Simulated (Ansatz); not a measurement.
```sh
ansatz run in.yaml --threads 2 --pin off --events-out ev --progress --plain --max-ram 32768MiB --backend cuda --devices 0, --max-vram 18GiB
```

```yaml
crystal:
  periodic: [false, false, false]
  atoms:
    - {symbol: C, position_ang: [-1.209155, -0.883669, -0.725246]}
    - {symbol: C, position_ang: [-0.121264, -0.258789, 0.137725]}
    - {symbol: C, position_ang: [-0.155070, -0.822547, 1.546869]}
    - {symbol: Ga, position_ang: [1.665102, -0.210392, -0.820476]}
    - {symbol: C, position_ang: [-0.234061, 1.253893, 0.135172]}
    - {symbol: O, position_ang: [0.508219, 1.669310, -1.046089]}
    - {symbol: H, position_ang: [-1.060531, -1.961292, -0.833183]}
    - {symbol: H, position_ang: [-2.203134, -0.733407, -0.279994]}
    - {symbol: H, position_ang: [-1.228342, -0.457741, -1.731977]}
    - {symbol: H, position_ang: [-0.026757, -1.908143, 1.536550]}
    - {symbol: H, position_ang: [0.634683, -0.404235, 2.177351]}
    - {symbol: H, position_ang: [-1.117026, -0.623780, 2.040482]}
    - {symbol: H, position_ang: [2.921871, 0.269370, 0.010235]}
    - {symbol: H, position_ang: [1.839866, -0.825876, -2.257440]}
    - {symbol: H, position_ang: [-1.260492, 1.634495, 0.055864]}
    - {symbol: H, position_ang: [0.239774, 1.682815, 1.023948]}
    - {symbol: H, position_ang: [0.806308, 2.580006, -0.969799]}
basis:
  gaussian: {orbitals: def2-TZVPP}
total_charge: 1
magnetization: {spin_polarized: true, initial_magnetization: 1}
hamiltonian: {xc: {name: B2PLYP}}
```

Geometry: the geometry of the neutral molecule.

Describe the molecule in this file.

The species is C4H11GaO(+). It is an open-shell species. Coordination, clear cases only: 3 C tetrahedral; 1 O trigonal pyramidal.

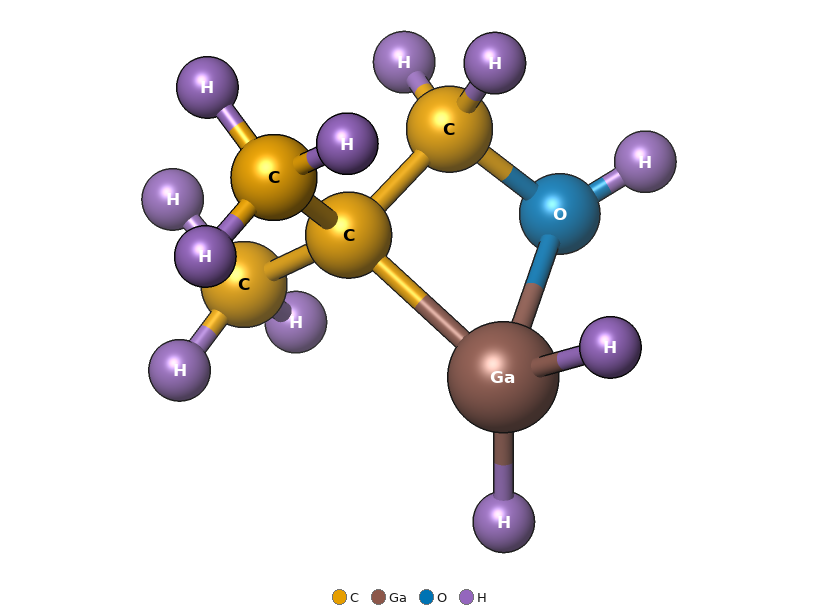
